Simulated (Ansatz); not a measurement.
WSe2 (2H-MoS2 type, space group P6_3/mmc)

```
WSe2
1.0
    3.29989     0.00000     0.00000
   -1.64994     2.85779     0.00000
    0.00000     0.00000    13.15129
W Se
2 4
Direct
  0.33333   0.66667   0.25000
  0.66667   0.33333   0.75000
  0.33333   0.66667   0.62336
  0.66667   0.33333   0.12336
  0.66667   0.33333   0.37664
  0.33333   0.66667   0.87664
```

This relaxed cell (volume V₀) is scaled evenly in all directions, its shape held. The atoms relax within the cell's symmetry.

Computed with r2SCAN+rVV10 (plane waves to 500 eV, PAW, scalar-relativistic; Ansatz, a first-principles code). k mesh 11×11×3 (Γ-centred), Fermi-Dirac smearing 0.05 eV. E stands for the smeared free energy. With the shape held, the modulus is that of even scaling; a crystal free to change shape is softer. Spin-orbit coupling is left out, though W is heavy. WSe2 is run without spin polarisation. WSe2 was relaxed with its symmetry unable to fall. ΔE is measured from the relaxed starting cell.

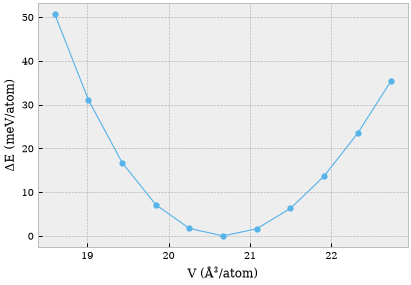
Figure: ΔE (meV/atom) against V (Å³/atom); one marker a computed point.

The energy cost of the largest expansion is 35.5 meV/atom, the pressure for 5 % compression (fit) is 3.7 GPa and the energy cost of the largest compression comes out as 50.6 meV/atom. The bulk modulus at fixed cell shape B₀ (third-order Birch-Murnaghan fit) is 65.2 GPa and the pressure derivative B₀′ (fit) comes out as 4.4.

P = (3B₀/2)(x⁷ − x⁵)[1 + ¾(B₀′ − 4)(x² − 1)] with x = (1/0.95)^(1/3), B₀ = 65.2 GPa and B₀′ = 4.40.

(Under strain, the slope of the energy per volume gives the stress and its curvature an elastic modulus.)
